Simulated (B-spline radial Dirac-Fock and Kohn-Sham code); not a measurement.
Gold in charge state +2 (Au²⁺) ([Xe] 4f14 5d9), inside a Watson sphere of charge −2 and radius 2.4 Å that stands in for a crystal. Level of theory: Dirac–Fock ΔSCF energies in intermediate coupling of the two holes, Coulomb rates, valence shells as spectators; calculated with a B-spline radial atomic code.

Predict the main features of the following plot. The Auger multiplet of an L2 hole with both final holes in M23, broadened by 10 eV full width and differentiated. Kinetic energies count from the vacuum level; very weak lines are left out. Lines are named by their largest jj component, which in light atoms can differ from the customary names.

The strongest line is L2-M2M3 J=2 at 7.7405 keV (50 % of the multiplet), followed by L2-M2M2 J=0 at 7.3281 keV (26 %), L2-M2M3 J=1 at 7.7510 keV (23 %), L2-M3M3 J=0 at 8.1337 keV (0.70 %). The lines shown span 7.328 keV to 8.154 keV.

Here it is:

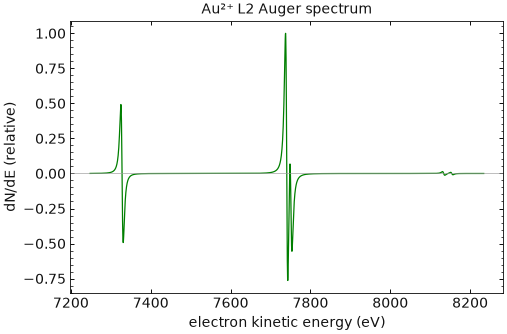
